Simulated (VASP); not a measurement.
Band structure of AuAl2 (fluorite). Computed with PBE GGA with D3 dispersion (zero damping), VASP's PBE PAW potentials (set 64) (plane waves; VASP).

Unless said otherwise, spin-orbit coupling is left out, though it shifts the bands of the heavy elements here.

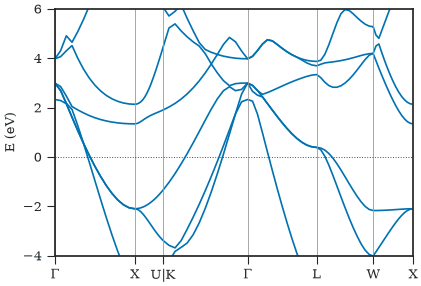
*Bands along high-symmetry lines, zero at the valence-band maximum or, without a gap, the Fermi level*

**Question.** Read the plot: is there a gap, and where are the band edges?

**Answer.** It has no gap at this level: it comes out as a metal or semimetal. (Edges off the drawn lines would not show.)

The compound is AuAl2 in the fluorite structure. It was relaxed first. The electron count is odd and the run is not spin-polarised, which forces a metal.
